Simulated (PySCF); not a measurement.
System: C₅H₁₂OSi₂.

```yaml
atoms:
  - { symbol: C, position_ang: [-1.4989, 2.5543, -0.3059] }
  - { symbol: C, position_ang: [-0.5297, 1.8655, -0.9198] }
  - { symbol: Si, position_ang: [0.1377, 0.2446, -0.2925] }
  - { symbol: O, position_ang: [1.7975, 0.3370, -0.3378] }
  - { symbol: Si, position_ang: [3.2073, -0.5129, -0.1625] }
  - { symbol: C, position_ang: [-0.7393, -0.4260, 1.2356] }
  - { symbol: C, position_ang: [-1.6259, -1.2295, 0.2430] }
  - { symbol: C, position_ang: [-0.7023, -1.2888, -1.0061] }
  - { symbol: H, position_ang: [-1.8964, 3.4912, -0.7121] }
  - { symbol: H, position_ang: [-1.9409, 2.2149, 0.6381] }
  - { symbol: H, position_ang: [-0.1250, 2.2663, -1.8591] }
  - { symbol: H, position_ang: [3.0286, -1.9288, -0.6127] }
  - { symbol: H, position_ang: [4.2645, 0.1339, -0.9908] }
  - { symbol: H, position_ang: [3.6360, -0.5156, 1.2683] }
  - { symbol: H, position_ang: [-0.0741, -1.0998, 1.8010] }
  - { symbol: H, position_ang: [-1.2618, 0.2194, 1.9562] }
  - { symbol: H, position_ang: [-1.9524, -2.2140, 0.6162] }
  - { symbol: H, position_ang: [-2.5373, -0.6566, 0.0076] }
  - { symbol: H, position_ang: [-0.0370, -2.1673, -0.9620] }
  - { symbol: H, position_ang: [-1.2008, -1.2783, -1.9855] }
```

Geometry: PBE0-D3(BJ)/def2-SVP.

Theory: PBE0/pcSseg-1, SCF density, gas phase, non-relativistic in PySCF 2.14.0.

**What can the converged electron density and electron localisation function tell about the bonding?**

Si–O (1.66 Å): ρ is about 1.1 e/Å³ halfway; the ELF peaks at about 0.85 between the atoms (a shared but strongly polarised pair).
C–Si (1.86 Å): ρ at the midpoint is about 0.98 e/Å³; the ELF peaks at about 0.95 between the atoms; localised, covalent bonding.
C–H (1.10 Å): ρ at the midpoint is about 1.9 e/Å³; the ELF climbs to about 1 towards the hydrogen, as it does in any bond to H; a covalent bond by its length.

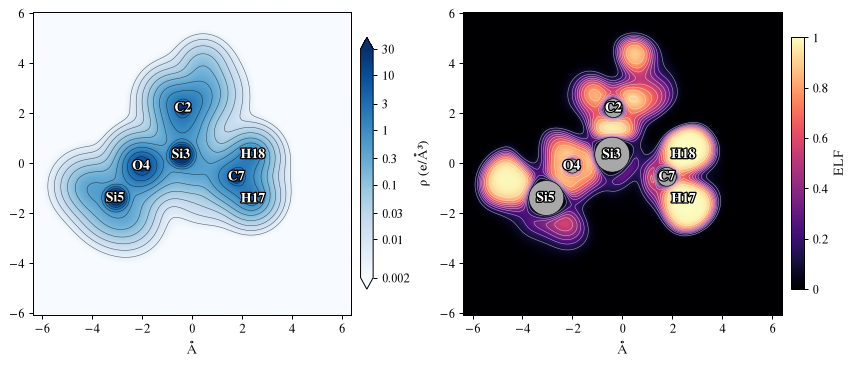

Computed electron density and electron localisation function on the plane of atoms H17, C7 and H18, in this order. Grey discs cover the atomic cores in the ELF map. 
